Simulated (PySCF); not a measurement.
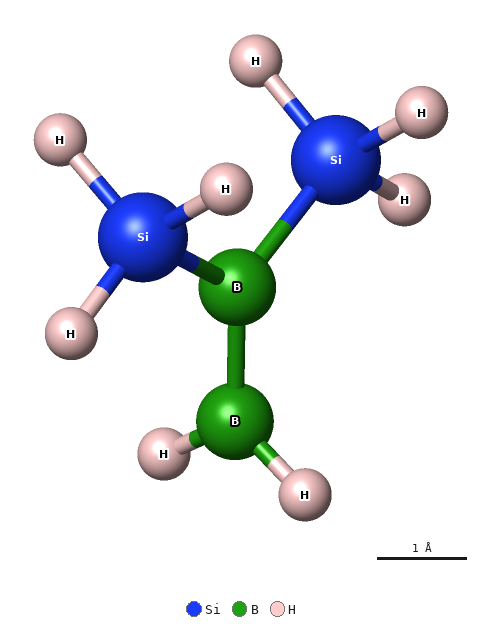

Figure 1. The input geometry (ball-and-stick view, seen at a tilt). Bond lengths as drawn: B–B 1.61 Å, B–H 1.21 Å, B–Si 2.02 Å and H–Si 1.50 Å.

**B2Si2H8: excited-state calculation**

System: B2Si2H8, SMILES BB([SiH3])[SiH3].
Method: TDDFT CAM-B3LYP/def2-SVPD, vertical, gas phase, core orbitals frozen in the response (PySCF 2.14.0).

The geometry comes from this level: PBE0-D3(BJ)/def2-SVP.

## The input
```
{"job": {"kind": "uv", "xc": "CAM-B3LYP", "basis": "def2-SVPD", "nstates": 6, "ntriplets": 2, "ip": true}, "charge": 0, "multiplicity": 1}
Si     1.777931    -0.493722    -0.296825
B     -0.015884     0.298539     0.180507
Si    -1.637128    -0.681445    -0.516563
B     -0.152267     1.635393     1.075439
H      1.894535    -0.540845    -1.790006
H      1.835011    -1.899239     0.220355
H      2.958133     0.250386     0.240813
H     -1.610767    -2.083199     0.012307
H     -1.551141    -0.744345    -2.011446
H     -2.950292    -0.068025    -0.149252
H     -0.230963     1.576554     2.285347
H     -0.183683     2.743544     0.582896
```

The first line tells a small driver script what to run in PySCF; the rest is the geometry in Å.

Hardware: 1 CPU thread, shared host.

Launch command:
```bash
OMP_NUM_THREADS=1 python <driver script> task.json out
```

## Log
```
coarse grid: 10384 points
cycle   1  E = -633.0605668253  dE = -2.248e-01  |g| = 1.836e-01  |ddm| = 3.770e+00
cycle   2  E = -633.0749304762  dE = -1.436e-02  |g| = 7.027e-02  |ddm| = 8.782e-01
cycle   3  E = -633.0768098535  dE = -1.879e-03  |g| = 2.622e-02  |ddm| = 3.163e-01
cycle   4  E = -633.0771173310  dE = -3.075e-04  |g| = 3.577e-03  |ddm| = 9.863e-02
cycle   5  E = -633.0771234372  dE = -6.106e-06  |g| = 7.279e-04  |ddm| = 1.584e-02
final grid: 89248 points
cycle   6  E = -633.1624987149  dE = -7.500e-06  |g| = 5.990e-04  |ddm| = 3.712e-02
cycle   7  E = -633.1624988652  dE = -1.503e-07  |g| = 2.306e-04  |ddm| = 3.137e-03
cycle   8  E = -633.1624988855  dE = -2.030e-08  |g| = 9.105e-05  |ddm| = 7.896e-04
cycle   9  E = -633.1624988891  dE = -3.600e-09  |g| = 1.872e-05  |ddm| = 3.212e-04
cycle  10  E = -633.1624988893  dE = -2.133e-10  |g| = 4.657e-06  |ddm| = 5.201e-05
```

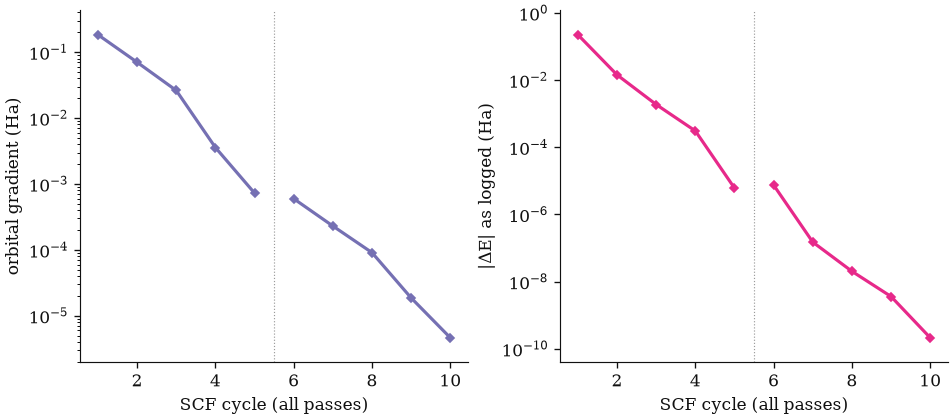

Figure 2. Convergence of the self-consistent field: orbital gradient and size of the energy change against the SCF cycle. The dotted line marks the change from a coarse to the final integration grid. The first 5 cycles use a coarse grid, the final grid takes over at cycle 6, and the field converges after 10 cycles in all.

```
converged SCF energy = -633.1624988893

Static polarisability (au): isotropic 91.757, principal 75.351 99.632 100.287

Singlet excitations
state   eV       nm        f      main configurations
  1   3.9939    310.4   0.00105   H->L 0.96
  2   4.1022    302.2   0.00000   H-1->L 0.98
  3   4.9901    248.5   0.01390   H->L+1 0.90
  4   5.9016    210.1   0.08762   H-1->L+1 0.92
  5   6.4010    193.7   0.00000   H-4->L+1 0.65, H-6->L+1 0.31
  6   6.6190    187.3   0.00000   H-3->L 0.97

Triplet excitations (Tamm-Dancoff, eV): 3.3075 3.4338
Vertical ionisation energy (delta-SCF) = 10.1370 eV
Vertical electron affinity (delta-SCF) = 0.8584 eV
```

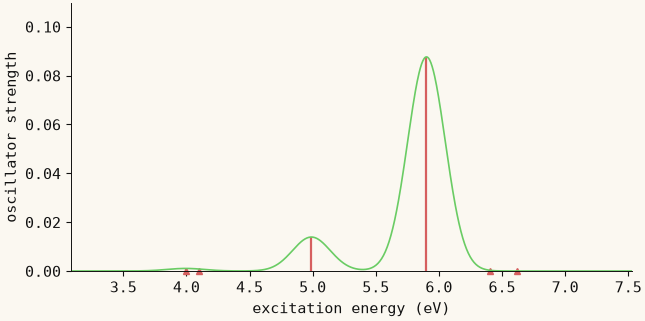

Figure 3. Computed excitations as sticks (degenerate states added up, dark ones marked on the axis), with a Gaussian envelope of 0.35 eV full width at half maximum, scaled to the tallest. Of the 6 states the lowest lies at 3.99 eV (f = 0.001); the strongest line is at 5.90 eV, or 210 nm (f = 0.088).

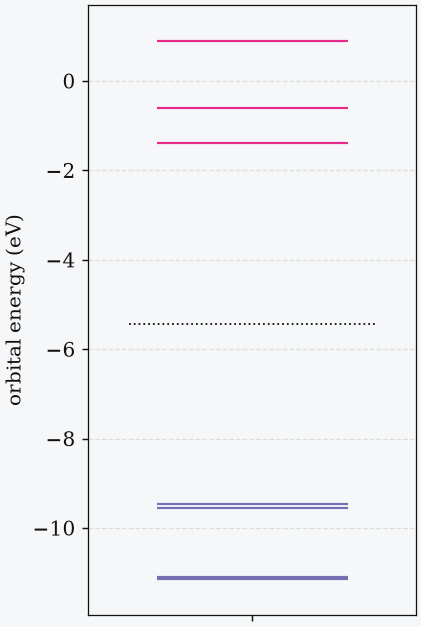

Figure 4. Orbital energies near the frontier; the dotted line parts filled from empty levels, and levels within 0.02 eV of each other stand side by side. Highest filled −9.46 eV, lowest empty −1.39 eV, 8.07 eV apart.

## Summary

- outcome: converged
- total energy: −633.162499 hartree
- HOMO: −9.46 eV
- LUMO: −1.39 eV
- dipole moment: 0.08 D
- mean polarisability: 91.76 a.u.
- vertical ionisation energy: 10.14 eV
- vertical electron affinity: 0.86 eV
- lowest singlet excitation: 3.99 eV
- wall time: 50 s
- peak memory: 0.8 GiB
